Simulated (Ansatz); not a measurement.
**CHBS (triplet): inputs that go wrong at distance C2–H4 = 1.076 Å**

4 inputs are run for CHBS (triplet) as typed; the log has to tell whether the result can be used and what must change.

Computed with Ansatz 0.2.0, Gaussian basis. Level: the settings change from run to run.

19 further runs of the same task are left out: 2 for a mislabelled method, 13 that didn't finish, 4 set aside as unsound or not needed.

## (1) The system

The geometry derives from a PBE0/def2-TZVP stationary point (not a proven minimum). One bond is set to the value named and the two fragments are kept rigid.

4 atoms, charge 0, spin multiplicity 3.

Atoms are counted from 1 here; the program's logs count them from 0.

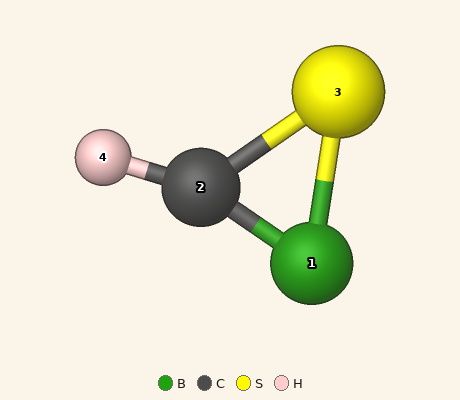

The structure; boron green, carbon dark grey, sulfur yellow, hydrogen pink; atoms are numbered from 1 in the order of the file.

## (2) Try 1

The input, in.yaml:

```yaml
crystal:
  periodic: [false, false, false]
  atoms:
    - {symbol: B, position_ang: [0.000000, -0.497870, 0.426306]}
    - {symbol: C, position_ang: [0.000000, 0.241546, 0.543389]}
    - {symbol: S, position_ang: [0.000000, 0.053783, -0.372342]}
    - {symbol: H, position_ang: [0.000000, 0.750834, 0.797570]}
basis:
  gaussian: {orbitals: cc-pVDZ}
magnetization: {spin_polarized: true, initial_magnetization: 2}
correlation: {method: ccsd, electrons: valence}
```

Run with:

```bash
$ ansatz run in.yaml --threads 1 --pin off --events-out ev --progress --plain --max-ram 2393MiB
```

Log:

```text
Functional definition: HF
  name "HF"
  cite "Fock, Z. Phys. 61, 126 (1930) doi:10.1007/BF01340294"
  parent pbe
  exchange = exact_x
  correlation = 0
500 factors; integrals over basis functions are off by at most 1.7e-4 eV
mean field evaluation 1: about -12394.8285 eV, gradient 5.2e1 eV
mean field evaluation 2: about -12395.5114 eV, gradient 5.2e1 eV
mean field evaluation 4: about -12405.3093 eV, gradient 2.9e0 eV
mean field evaluation 8: about -12405.5348 eV, gradient 3.2e-1 eV
mean field evaluation 16: about -12394.8317 eV, gradient 5.2e1 eV
mean field evaluation 32: about -12400.3860 eV, gradient 1.1e1 eV
mean field -12405.53728671 eV, -455.8950865113 hartree, gradient 3.1e-6 eV, S^2 2.011476; 0 other end points of the search recorded, 0 dependent functions left out
7 core orbitals not correlated: weight in the atoms' cores, before any rotation towards them, 0.998 or more for the frozen orbitals, at most 0.001 for the correlated occupied ones
reference -12405.53728671 eV, -455.8950865113 hartree; 8, 6 occupied and 36, 38 virtual orbitals, 500 factors
second order -6.62509184 eV of doubles, -0.00000000 eV of singles
cycle   1  -7.05882133 eV  change   -4.3e-1 eV  update   5.2e-2
cycle   2  -7.23878840 eV  change   -1.8e-1 eV  update   1.8e-2
cycle   3  -7.25514552 eV  change   -1.6e-2 eV  update   6.5e-3
cycle   4  -7.25292879 eV  change    2.2e-3 eV  update   2.8e-3
cycle   5  -7.25342383 eV  change   -5.0e-4 eV  update   1.2e-3
cycle   6  -7.25354582 eV  change   -1.2e-4 eV  update   5.5e-4
cycle   7  -7.25350898 eV  change    3.7e-5 eV  update   2.6e-4
cycle   8  -7.25353224 eV  change   -2.3e-5 eV  update   9.2e-5
cycle   9  -7.25352403 eV  change    8.2e-6 eV  update   3.1e-5
cycle  10  -7.25353044 eV  change   -6.4e-6 eV  update   1.2e-5
Total energy: -12412.79081714 eV, -456.1616488382 hartree
```

It took 1.2 s on 1 thread of Arm Neoverse V1, shared host.

What is wrong: The run converged, which proves nothing about the input. The coordinates are scaled by the bohr-ångström factor. The shortest distance is 0.57 Å, against 1.08 Å in the geometry of step 1. Its energy belongs to another geometry. To mend it, restore the coordinates in ångström.

## (3) Try 2

The input, in.yaml:

```yaml
crystal:
  periodic: [false, false, false]
  atoms:
    - {symbol: B, position_ang: [0.000000, -0.940798, 0.805566]}
    - {symbol: C, position_ang: [0.000000, 0.456437, 1.026812]}
    - {symbol: S, position_ang: [0.000000, 0.101630, -0.703595]}
    - {symbol: H, position_ang: [0.000000, 1.418810, 1.507124]}
basis:
  gaussian: {orbitals: cc-pVDZ}
correlation: {active_space: {window: {electrons: 4, orbitals: 4}}}
magnetization: {spin_polarized: true, initial_magnetization: 2}
```

Launched as before.

Log:

```text
Error: invalid value for `correlation.active_space`: it starts from restricted Hartree–Fock orbitals; set hamiltonian.xc: hf without magnetization.spin_polarized
```

Run time: 0.03 s. Hardware: 1 thread of Arm Neoverse V1, shared host.

**Diagnosis.** The run was refused. An active space is asked on unrestricted orbitals. Fix: drop spin_polarized: true.

## (4) Try 3

The input, in.yaml:

```yaml
crystal:
  periodic: [false, false, false]
  atoms:
    - {symbol: B, position_ang: [0.000000, -0.940798, 0.805566]}
    - {symbol: C, position_ang: [0.000000, 0.456437, 1.026812]}
    - {symbol: S, position_ang: [0.000000, 0.101630, -0.703595]}
    - {symbol: H, position_ang: [0.000000, 1.418810, 1.507124]}
basis:
  gaussian: {orbitals: cc-pVDZ}
correlation: {method: fic_mrcisd_q, electrons: outside_noble_gas, active_space: {window: {electrons: 4, orbitals: 4}}}
scf: {lower_state_search: off}
magnetization: {spin_polarized: true, initial_magnetization: 2}
```

The command is unchanged.

Log:

```text
Error: invalid value for `correlation.active_space`: it starts from restricted Hartree–Fock orbitals; set hamiltonian.xc: hf without magnetization.spin_polarized
```

Wall time 0.03 s (1 thread of Arm Neoverse V1, shared host).

What is wrong: The run was refused. An active space is asked on unrestricted orbitals. Cure: drop spin_polarized: true.

## (5) Try 4

The input, in.yaml:

```yaml
crystal:
  periodic: [false, false, false]
  atoms:
    - {symbol: B, position_ang: [0.000000, -0.940798, 0.805566]}
    - {symbol: C, position_ang: [0.000000, 0.456437, 1.026812]}
    - {symbol: S, position_ang: [0.000000, 0.101630, -0.703595]}
    - {symbol: H, position_ang: [0.000000, 1.418810, 1.507124]}
basis:
  gaussian: {orbitals: "6-31G*"}
magnetization: {spin_polarized: false, initial_magnetization: 2}
hamiltonian: {pseudopotentials: {relativity: none}}
correlation: {method: mp2, frozen_orbitals: {B: 9}}
scf: {lower_state_search: full}
```

Launched as before.

Log:

```text
Functional definition: HF
  name "HF"
  cite "Fock, Z. Phys. 61, 126 (1930) doi:10.1007/BF01340294"
  parent pbe
  exchange = exact_x
  correlation = 0
Error: "frozen_orbitals" has no count for C
```

Run time: 0.03 s. Hardware: 1 thread of Arm Neoverse V1, shared host.

What is wrong: The run was refused. The frozen-orbital counts are incomplete or too large. Cure: leave frozen_orbitals out, or give each element a count that its core has.

## (6) Summary

```tsv
try	level	ended	cause	time
1	CCSD on UHF/cc-pVDZ	converged	the coordinates are scaled by the bohr-ångström factor	1.2 s
2	CASSCF(4,4)/cc-pVDZ	refused	an active space is asked on unrestricted orbitals	0.03 s
3	MRCISD+Q(4,4)/cc-pVDZ	refused	an active space is asked on unrestricted orbitals	0.03 s
4	MP2 on ROHF/6-31G*	refused	the frozen-orbital counts are incomplete or too large	0.03 s
```

1 converged, 3 refused. The input that converges on a wrong geometry or spin is the dangerous one: no error points at it, so geometry and ⟨S²⟩ have to be checked.
